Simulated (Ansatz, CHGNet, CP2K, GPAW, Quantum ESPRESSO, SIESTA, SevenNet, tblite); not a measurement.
**CP2K on random packing of B86H14 (at. %) (90 atoms): settings against a plane-wave reference**

How do the settings of CP2K change the result for random packing of B86H14 (at. %) (90 atoms)? A plane-wave run serves as the yardstick.

Calculated with CP2K 2026.2; the method is named at each step.

### Step 1. The starting structure

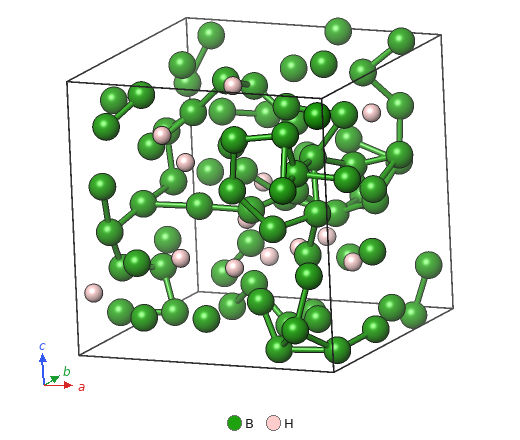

The cell as given, from a free direction (boron green, hydrogen pink). Bonds to atoms that aren't drawn are left out. Some periodic images of atoms are drawn too.

The cell holds 90 atoms: 77 B and 13 H. Its edges and angles: a = 8.907 Å, b = 8.907 Å, c = 8.907 Å, α = 90.0°, β = 90.0°, γ = 90.0°. 90 atoms (77 B, 13 H) packed at random in a cube at 1.99 g/cm³ and pushed apart as soft spheres; a start for melting by ab initio MD, not an equilibrated structure. Then every atom was moved at random, 0.02 Å r.m.s. a Cartesian component (hydrogen 0.6 of that).

The yardstick, on the same geometry:

* method: Kohn-Sham DFT, PBE, SSSP efficiency 1.3.0 pseudopotentials, plane waves (Quantum ESPRESSO 7.5); sssp-pbe-1.3.0-efficiency, cutoffs 45/360 Ry, Γ point
* r.m.s. force component: 1.08 eV/Å
* longest force: 4.062 eV/Å
* pressure: -14.72 GPa
* time: 53 s on 2 MPI ranks of Arm Neoverse V1, shared host
* CPU time: 1.8 min

### Step 2. PBE, DZVP-MOLOPT-SR, 450/50 Ry, diagonalisation

Method: Kohn-Sham DFT, PBE, GTH-PBE pseudopotentials, Gaussian and plane waves, DZVP-MOLOPT-SR-GTH, diagonalisation.

Input file input.inp:

```
&GLOBAL
  PROJECT cell
  RUN_TYPE ENERGY_FORCE
  PRINT_LEVEL LOW
&END GLOBAL
&FORCE_EVAL
  METHOD QS
  STRESS_TENSOR ANALYTICAL
  &DFT
    BASIS_SET_FILE_NAME BASIS_MOLOPT
    POTENTIAL_FILE_NAME GTH_POTENTIALS
    &MGRID
      CUTOFF 450
      REL_CUTOFF 50
    &END MGRID
    &QS
      EPS_DEFAULT 1.0E-12
    &END QS
    &SCF
      SCF_GUESS ATOMIC
      EPS_SCF 5.0E-06
      MAX_SCF 200
      ADDED_MOS 34
      &DIAGONALIZATION
        ALGORITHM STANDARD
      &END DIAGONALIZATION
      &SMEAR ON
        METHOD FERMI_DIRAC
        ELECTRONIC_TEMPERATURE [K] 580
      &END SMEAR
      &MIXING
        METHOD BROYDEN_MIXING
        ALPHA 0.15
        NBROYDEN 12
      &END MIXING
      &PRINT
        &RESTART OFF
        &END RESTART
      &END PRINT
    &END SCF
    &XC
      &XC_FUNCTIONAL PBE
      &END XC_FUNCTIONAL
    &END XC
    &PRINT
      &MULLIKEN ON
      &END MULLIKEN
      &HIRSHFELD ON
        SHAPE_FUNCTION DENSITY
      &END HIRSHFELD
      &MO ON
        EIGENVALUES T
        OCCUPATION_NUMBERS T
        MO_INDEX_RANGE 111 134
        &EACH
          QS_SCF 0
        &END EACH
        ADD_LAST NUMERIC
      &END MO
    &END PRINT
  &END DFT
  &SUBSYS
    &CELL
      A 8.90670 0.00000 0.00000
      B 0.00000 8.90670 0.00000
      C 0.00000 0.00000 8.90670
    &END CELL
    &COORD
      SCALED
      B 0.87437 0.09282 0.32188
      B 0.69192 0.19356 0.45840
      B 0.67230 0.85610 0.20079
      B 0.00168 0.35583 0.07496
      B 0.71753 0.41737 0.31403
      B 0.96148 0.03627 0.92548
      B 0.62364 0.43500 0.04737
      B 0.74915 0.42924 0.66759
      B 0.91034 0.85939 0.00320
      B 0.79430 0.35100 0.48530
      B 0.97331 0.44534 0.56411
      B 0.72119 0.14219 0.03370
      B 0.65135 0.15284 0.20110
      B 0.68212 0.86810 0.62897
      B 0.17321 0.30725 0.70225
      B 0.20234 0.18381 0.92077
      B 0.78871 0.12731 0.82302
      B 0.68369 0.73180 0.39135
      B 0.46399 0.49530 0.17479
      B 0.73973 0.57080 0.97650
      B 0.02443 0.32699 0.85695
      B 0.34549 0.72954 0.26159
      B 0.12121 0.05246 0.83004
      B 0.87231 0.90590 0.75431
      B 0.37788 0.63276 0.54994
      B 0.22751 0.07430 0.13419
      B 0.69667 0.93637 0.40931
      B 0.77232 0.82114 0.88962
      B 0.85830 0.69676 0.45686
      B 0.48465 0.73829 0.43578
      B 0.69453 0.34409 0.87107
      B 0.60519 0.57194 0.50588
      B 0.94225 0.61977 0.08809
      B 0.14741 0.64384 0.91966
      B 0.87106 0.87945 0.55978
      B 0.50735 0.40831 0.46771
      B 0.60028 0.99003 0.98963
      B 0.13429 0.44133 0.22963
      B 0.23287 0.02390 0.34594
      B 0.99452 0.62754 0.64861
      B 0.78263 0.34228 0.10148
      B 0.81434 0.03461 0.64324
      B 0.60172 0.09769 0.80137
      B 0.82612 0.60002 0.60604
      B 0.97129 0.87502 0.18604
      B 0.15519 0.51384 0.52508
      B 0.32367 0.59984 0.05950
      B 0.21001 0.36475 0.08625
      B 0.15666 0.81493 0.48991
      B 0.46502 0.97124 0.53349
      B 0.06065 0.64169 0.27704
      B 0.49586 0.82955 0.88572
      B 0.59449 0.61898 0.74596
      B 0.77706 0.22246 0.65946
      B 0.45363 0.38128 0.70624
      B 0.25844 0.72418 0.73792
[... 30 atom lines left out ...]
      H 0.60684 0.57977 0.29668
      H 0.32502 0.91796 0.16765
      H 0.87942 0.65397 0.78790
      H 0.41812 0.55578 0.39316
    &END COORD
    &KIND B
      BASIS_SET DZVP-MOLOPT-SR-GTH-q3
      POTENTIAL GTH-PBE-q3
    &END KIND
    &KIND H
      BASIS_SET DZVP-MOLOPT-SR-GTH-q1
      POTENTIAL GTH-PBE-q1
    &END KIND
  &END SUBSYS
  &PRINT
    &FORCES ON
    &END FORCES
    &STRESS_TENSOR ON
    &END STRESS_TENSOR
  &END PRINT
&END FORCE_EVAL
```

On the command line:

```console
$ OMP_NUM_THREADS=1 mpirun -np 4 cp2k.psmp -i input.inp > output.txt
```

Numbers of over 12 decimals in the logs are rounded to 6 here.

Output:

```text
CP2K| version string:                                       CP2K version 2026.2
 CP2K| Input file name                                                 input.inp
 GLOBAL| Basis set file name                                        BASIS_MOLOPT
 GLOBAL| Potential file name                                      GTH_POTENTIALS
 GLOBAL| Run type                                                   ENERGY_FORCE
 GLOBAL| Total number of message passing processes                             4
 GLOBAL| Number of threads for this process                                    1
 TOTAL NUMBERS AND MAXIMUM NUMBERS
  Total number of            - Atomic kinds:                                   2
                             - Atoms:                                         90
                             - Shell sets:                                    90
                             - Shells:                                       424
                             - Primitive Cartesian functions:                373
                             - Cartesian basis functions:                   1143
                             - Spherical basis functions:                   1066
  Maximum angular momentum of- Orbital basis functions:                        2
                             - Local part of the GTH pseudopotential:          2
                             - Non-local part of the GTH pseudopotential:      0
 SCF PARAMETERS         Density guess:                                    ATOMIC
                        max_scf:                                             200
                        eps_scf:                                        5.00E-06
                        added MOs                                        34    0
                        Mixing method:                            BROYDEN_MIXING
                                                charge density mixing in g-space
                        Smear method:                                FERMI_DIRAC
                        Electronic temperature [K]:                        580.0
                        Electronic temperature [a.u.]:                  1.84E-03
                        Accuracy threshold:                             1.00E-10
 Extrapolation method: initial_guess
 Number of electrons:                                                        244
 Number of occupied orbitals:                                                122
 Number of molecular orbitals:                                               156
 Number of orbital functions:                                               1066
 Number of independent orbital functions:                                   1066
 SCF WAVEFUNCTION OPTIMIZATION
  Step     Update method      Time    Convergence         Total energy    Change
     1 NoMix/Diag. 0.15E+00    5.1     1.30549518      -229.1921557657 -2.29E+02
     2 Broy./Diag. 0.15E+00    6.8     0.31120298      -212.6216576615  1.66E+01
     3 Broy./Diag. 0.15E+00    7.0     0.21103455      -216.2445630820 -3.62E+00
     4 Broy./Diag. 0.15E+00    7.0     0.11613822      -219.2472821848 -3.00E+00
[...]
17 Broy./Diag. 0.15E+00    6.7     0.00000976      -220.8772594467  9.68E-05
    18 Broy./Diag. 0.15E+00    6.5     0.00000402      -220.8772603359 -8.89E-07
  *** SCF run converged in    18 steps ***
  Electronic density on regular grids:       -244.0000000000        0.0000000000
  Core density on regular grids:              243.9999999995       -0.0000000005
  Total charge density on r-space grids:       -0.0000000005
  Total charge density g-space grids:          -0.0000000005
  Overlap energy of the core charge distribution:               1.85964e-05
  Self energy of the core charge distribution:               -484.912963
  Core Hamiltonian energy:                                    152.025967
  Hartree energy:                                             195.966881
  Exchange-correlation energy:                                -83.947013
  Electronic entropic energy:                                  -0.010150
  Fermi energy:                                                 0.227983
  Total energy:                                              -220.877260
  Total energy (extrapolated to T->0):                       -220.872185
 MO| EIGENVALUES AND OCCUPATION NUMBERS
 MO|
 MO|  Index      Eigenvalue [a.u.]        Eigenvalue [eV]             Occupation
 MO|    111               0.196470               5.346211               2.000000
 MO|    112               0.198314               5.396402               2.000000
 MO|    113               0.202346               5.506103               1.999998
[...]
MO|    133               0.254628               6.928769               0.000001
 MO|    134               0.258326               7.029419               0.000000
 MO| Sum:                                                             244.000000
 MO| E(Fermi):            0.227983 a.u.          6.203721 eV
 !-----------------------------------------------------------------------------!
                     Mulliken Population Analysis
 #  Atom  Element  Kind  Atomic population                           Net charge
       1     B        1          2.929462                              0.070538
       2     B        1          3.002492                             -0.002492
       3     B        1          3.054180                             -0.054180
[...]
89     H        2          0.855801                              0.144199
      90     H        2          0.921663                              0.078337
 # Total charge                            244.000000                  0.000000
 !-----------------------------------------------------------------------------!
 !-----------------------------------------------------------------------------!
                           Hirshfeld Charges
  #Atom  Element  Kind  Ref Charge     Population                    Net charge
      1       B      1       3.000          2.949                         0.051
      2       B      1       3.000          3.003                        -0.003
      3       B      1       3.000          2.948                         0.052
[...]
89       H      2       1.000          0.957                         0.043
     90       H      2       1.000          0.988                         0.012
  Total Charge                                                           -0.000
 !-----------------------------------------------------------------------------!
 ENERGY| Total FORCE_EVAL ( QS ) energy [hartree]           -220.877317
 FORCES| Atomic forces [hartree/bohr]
 FORCES|   Atom     x               y               z               |f|
 FORCES|      1 -1.14270497E-02 -1.36031105E-02  9.79363953E-03   2.02863860E-02
 FORCES|      2  1.55615454E-02 -1.80498927E-02  2.04105103E-03   2.39191599E-02
 FORCES|      3 -1.34048141E-02 -3.90544267E-03  1.67257880E-02   2.17874622E-02
[...]
FORCES|     89  8.05957615E-03 -5.34152368E-03 -2.92798440E-02   3.08350110E-02
 FORCES|     90 -4.52635281E-03 -1.11009746E-02 -4.33671188E-03   1.27485912E-02
 FORCES| Sum     1.72234654E-05 -4.20185671E-05  1.17625437E-05
 FORCES| Total atomic force                                       4.69101819E-05
 STRESS| Analytical stress tensor [bar]
 STRESS|                        x                   y                   z
 STRESS|      x       -1.45667936034E+05  -3.81740212908E+04   1.39393428038E+04
 STRESS|      y       -3.81740212908E+04  -1.47167673979E+05  -2.81301444317E+04
 STRESS|      z        1.39393428038E+04  -2.81301444317E+04  -1.43431201349E+05
 STRESS| 1/3 Trace                                            -1.45422270454E+05
```

Run time: 2.4 min. Hardware: 4 MPI ranks of Arm Neoverse V1, shared host; peak memory 2.4 GiB; 9.6 min of CPU time.

Banners, paths, timers and routine set-up lines are dropped from the logs unmarked, and long logs keep their key lines alone; longer cuts are marked.

Compared with the plane-wave run:

* r.m.s. force component: 1.094 eV/Å
* r.m.s. difference of force components: 30.94 meV/Å
* longest difference of force vectors: 152.5 meV/Å
* force difference over r.m.s. force: 2.866 %
* slope of forces against the reference's: 1.013
* correlation of force components: 0.9997
* pressure: -14.54 GPa
* pressure difference: 0.1748 GPa

Length of the force difference by element (eV/Å):

```csv
element,atoms,mean,most
B,77,0.044,0.15
H,13,0.062,0.13
```

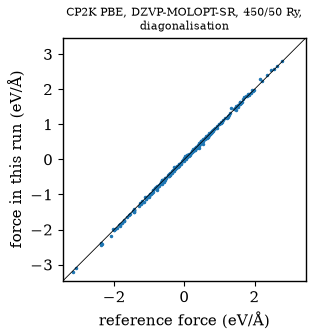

Force components against those of the reference; the line marks equality.

A closer look about B34, picked at random: 12 atoms, nearest first, numbered in the order of the input, with positions taken from that point.

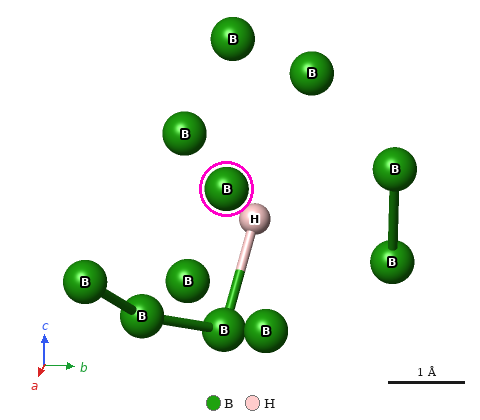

The atoms of the table, within 2.8 Å (arrows a, b, c point along x, y, z); some may hide others; the central atom is ringed.

```csv
atom,x,y,z,distance (Å),Hirshfeld charge (e),Fx,Fy,Fz (eV/Å)
B34,0.00,0.00,0.00,0.00,0.07,1.50,1.18,0.51
B56,0.99,0.72,-1.62,2.03,-0.01,-0.53,-1.57,0.84
B47,1.57,-0.39,1.25,2.04,-0.03,0.70,-0.22,0.22
B58,-0.13,-1.09,-1.90,2.20,-0.10,-0.46,1.62,2.55
B75,-0.02,2.24,0.44,2.28,0.03,-0.98,-0.79,1.62
B60,0.60,1.16,1.90,2.31,-0.04,0.13,-0.33,-1.41
B64,1.13,-1.71,-1.07,2.31,-0.05,2.57,-1.74,-0.16
B33,-1.83,-0.21,1.50,2.37,0.06,0.02,0.75,-0.61
B65,-0.87,2.14,-1.14,2.58,0.00,1.85,0.06,1.06
B76,2.56,-0.16,-0.48,2.61,-0.04,0.27,0.78,0.84
H89,-2.39,0.09,-1.17,2.66,0.04,0.41,-0.27,-1.51
B40,-1.36,-0.15,-2.41,2.78,-0.02,1.40,0.13,1.52
```

Forces lie 2.9 % from the reference's, at 5.5 times its CPU time (on 4 against 2 cores).

### Step 3. PBE, TZV2P-MOLOPT (SR for B), 450/50 Ry, diagonalisation

Method: Kohn-Sham DFT, PBE, GTH-PBE pseudopotentials, Gaussian and plane waves, TZV2P-MOLOPT-GTH, diagonalisation.

input.inp: that of step 2 with these lines changed.

```diff
@@ -10,2 +10,3 @@
     BASIS_SET_FILE_NAME BASIS_MOLOPT
+    BASIS_SET_FILE_NAME BASIS_MOLOPT_UCL
     POTENTIAL_FILE_NAME GTH_POTENTIALS
@@ -68,7 +69,30 @@
     &COORD
-      SCALED
-[... 90 atom lines left out: the same atoms as in the first run ...]
+      B 7.78775 0.82672 2.86689
+      B 6.16272 1.72398 4.08283
+      B 5.98797 7.62503 1.78838
+      B 0.01496 3.16927 0.66765
+      B 6.39082 3.71739 2.79697
+      B 8.56361 0.32305 8.24297
+      B 5.55457 3.87441 0.42191
+      B 6.67245 3.82311 5.94602
+      B 8.10813 7.65433 0.02850
+      B 7.07459 3.12625 4.32242
+      B 8.66898 3.96651 5.02436
+      B 6.42342 1.26644 0.30016
+      B 5.80138 1.36130 1.79114
+      B 6.07544 7.73191 5.60205
+      B 1.54273 2.73658 6.25473
+      B 1.80218 1.63714 8.20102
+      B 7.02480 1.13391 7.33039
+      B 6.08942 6.51792 3.48564
+      B 4.13262 4.41149 1.55680
+      B 6.58855 5.08394 8.69739
+[... 66 atom lines left out ...]
+      H 5.40494 5.16384 2.64244
+      H 2.89486 8.17599 1.49321
+      H 7.83273 5.82471 7.01759
+      H 3.72407 4.95017 3.50176
     &END COORD
     &KIND B
-      BASIS_SET DZVP-MOLOPT-SR-GTH-q3
+      BASIS_SET TZV2P-MOLOPT-SR-GTH-q3
       POTENTIAL GTH-PBE-q3
@@ -76,3 +100,3 @@
     &KIND H
-      BASIS_SET DZVP-MOLOPT-SR-GTH-q1
+      BASIS_SET TZV2P-MOLOPT-GTH-q1
       POTENTIAL GTH-PBE-q1
```

Output:

```text
CP2K| version string:                                       CP2K version 2026.2
 CP2K| Input file name                                                 input.inp
 GLOBAL| Basis set file name                                        BASIS_MOLOPT
 GLOBAL| Potential file name                                      GTH_POTENTIALS
 GLOBAL| Run type                                                   ENERGY_FORCE
 GLOBAL| Total number of message passing processes                             4
 GLOBAL| Number of threads for this process                                    1
 TOTAL NUMBERS AND MAXIMUM NUMBERS
  Total number of            - Atomic kinds:                                   2
                             - Atoms:                                         90
[... lines left out ...]
                        Smear method:                                FERMI_DIRAC
[... lines left out ...]
 Number of electrons:                                                        244
[... lines left out ...]
  Step     Update method      Time    Convergence         Total energy    Change
[... lines left out ...]
  *** SCF run converged in    20 steps ***
[... lines left out ...]
  Fermi energy:                                                 0.226875
  Total energy:                                              -220.948476
  Total energy (extrapolated to T->0):                       -220.943444
[... lines left out ...]
 MO| E(Fermi):            0.226875 a.u.          6.173592 eV
[... lines left out ...]
 !-----------------------------------------------------------------------------!
 !-----------------------------------------------------------------------------!
                           Hirshfeld Charges
  #Atom  Element  Kind  Ref Charge     Population                    Net charge
      1       B      1       3.000          2.948                         0.052
      2       B      1       3.000          3.003                        -0.003
      3       B      1       3.000          2.946                         0.054
[...]
89       H      2       1.000          0.960                         0.040
     90       H      2       1.000          0.992                         0.008
  Total Charge                                                           -0.000
 !-----------------------------------------------------------------------------!
 ENERGY| Total FORCE_EVAL ( QS ) energy [hartree]           -220.948500
 FORCES| Atomic forces [hartree/bohr]
 FORCES|   Atom     x               y               z               |f|
 FORCES|      1 -1.14333060E-02 -1.35885042E-02  9.49602792E-03   2.01380853E-02
 FORCES|      2  1.52449811E-02 -1.76511988E-02  2.27824315E-03   2.34342625E-02
 FORCES|      3 -1.21906456E-02 -4.55709083E-03  1.63786584E-02   2.09198319E-02
[...]
FORCES|     89  7.71349569E-03 -5.15736707E-03 -2.82025009E-02   2.96896869E-02
 FORCES|     90 -4.37305310E-03 -1.10710038E-02 -5.71264277E-03   1.32032195E-02
 FORCES| Sum     1.80635096E-05 -4.23801302E-05  1.26896632E-05
 FORCES| Total atomic force                                       4.77848655E-05
 STRESS| Analytical stress tensor [bar]
 STRESS|                        x                   y                   z
 STRESS|      x       -1.43607285805E+05  -3.84603590845E+04   1.30476532104E+04
 STRESS|      y       -3.84603590845E+04  -1.45893965871E+05  -2.71899947850E+04
 STRESS|      z        1.30476532104E+04  -2.71899947850E+04  -1.43016783026E+05
 STRESS| 1/3 Trace                                            -1.44172678234E+05
```

Wall time 5.7 min (4 MPI ranks); peak memory 3.4 GiB; 23 min of CPU time.

Against the reference:

| Item | Value |
| --- | --- |
| r.m.s. force component | 1.078 eV/Å |
| r.m.s. difference of force components | 13.16 meV/Å |
| longest difference of force vectors | 64.95 meV/Å |
| force difference over r.m.s. force | 1.219 % |
| slope of forces against the reference's | 0.9984 |
| correlation of force components | 0.9999 |
| pressure | -14.42 GPa |
| pressure difference | 0.2997 GPa |

Against the first run (2.9 %), the force difference from the reference is 1.2 %, at 2.4 times the CPU time, with 1811 basis functions against 1066: the larger basis brings the forces nearer.

(Continued in part 2 of 3.)

[Also dropped from logs without a mark: logging warnings of Python, and SIESTA's first energy breakdown and zero terms.]

[Logs are printed without paths, hosts, clocks, repeated set-up lines and the standing remarks that a program may print on its own settings, such as how far it seeks lower states.]

[Hosts, paths, dates, database ids (printed as entryN), source tags and the programs' standing remarks are cut or masked in the printed files.]
